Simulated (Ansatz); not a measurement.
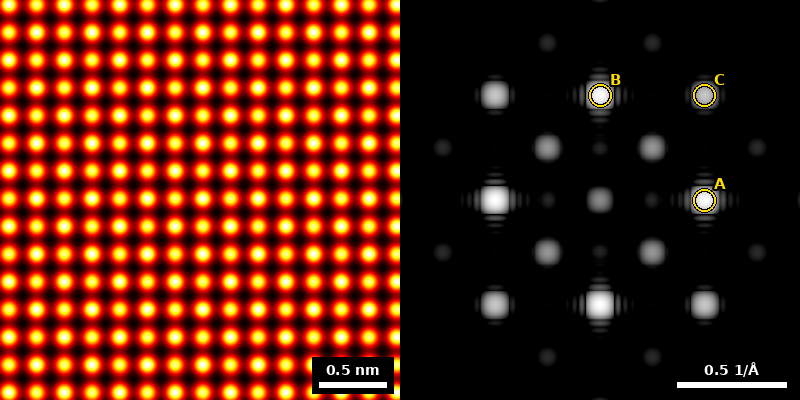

HAADF-like image of Zn₃GeO (Pm-3m, No. 221) along [001]. Simulation: incoherent imaging, intensity Z^1.7 per atom, probe width 1.22 Å, thin sample. The probe carries 25 % of its weight in a tail 2.5 times as wide. Atomic positions: the geometry relaxed with DFT PBEsol, scalar-relativistic, plane waves, PAW (Ansatz); the starting structure was generated, so it need not be a known form of this composition.

The right panel is the modulus of the image's Fourier transform on a logarithmic scale.

a = 4.156 Å, b = 4.156 Å, c = 4.156 Å, α = 90.00°, β = 90.00°, γ = 90.00°

Index the marked spots and give their plane spacings (the zone axis points at the viewer; indices equivalent by symmetry, or all signs reversed, are as good).

Answer. A: (-2 0 0), d = 2.08 Å; B: (0 -2 0), d = 2.08 Å; C: (-2 -2 0), d = 1.47 Å. A and B enclose 90°, and every spot obeys the zone law hu + kv + lw = 0 for [001].
